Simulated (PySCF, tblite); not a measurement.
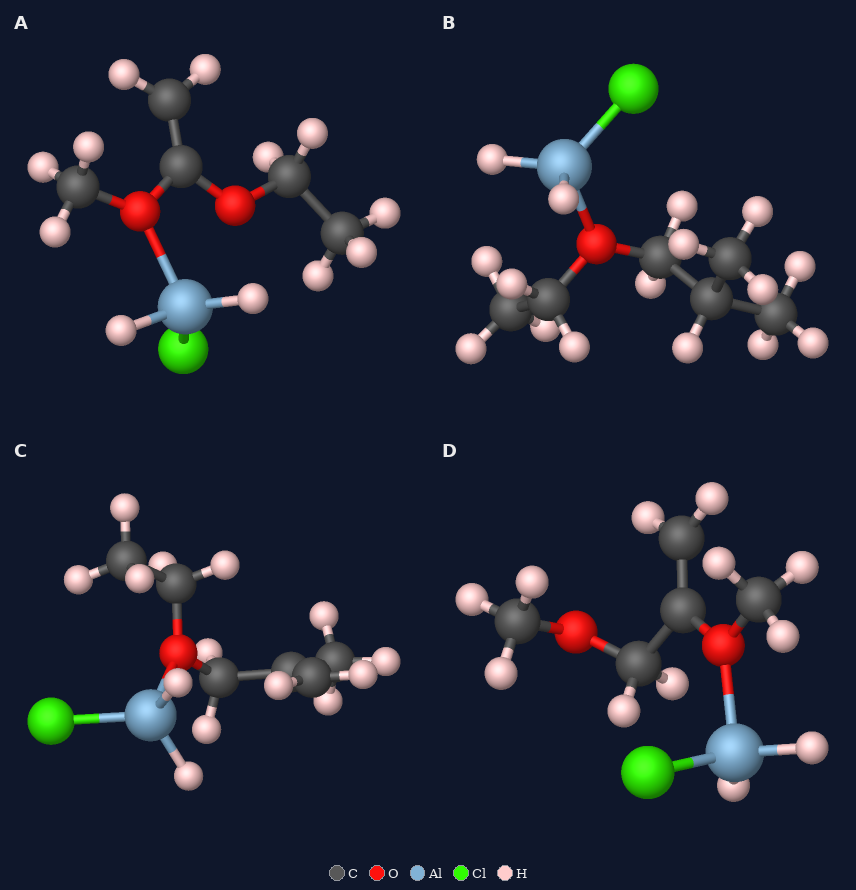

(Drawn from a calculation with PySCF and tblite.)

```xyz
21
charge 0, multiplicity 1
C     0.1863   -1.8198   -0.5654
C     0.0040   -0.7335    0.1685
C    -1.3710   -0.1746    0.4620
O    -2.3291   -0.5160   -0.4985
C    -2.2236    0.2207   -1.6962
O     1.0078    0.0257    0.7362
C     2.3351   -0.3074    0.3665
Al    0.8783    1.6164    1.9324
Cl    0.7926    3.1517    0.5735
H    -0.6799   -2.3258   -0.9511
H     1.1419   -2.2467   -0.8030
H    -1.2809    0.9205    0.5643
H    -1.7322   -0.5813    1.4125
H    -2.3079    1.2960   -1.5031
H    -3.0498   -0.1018   -2.3264
H    -1.2755    0.0264   -2.2090
H     2.9770    0.4467    0.8242
H     2.6070   -1.2945    0.7465
H     2.4477   -0.2770   -0.7194
H     2.2405    1.4110    2.6548
H    -0.3770    1.2800    2.7711
```

**Which panel shows the molecule in this file?**

D. The file holds C5H12AlClO2, `C=C(COC)[O+](C)[AlH2-][Cl]`.
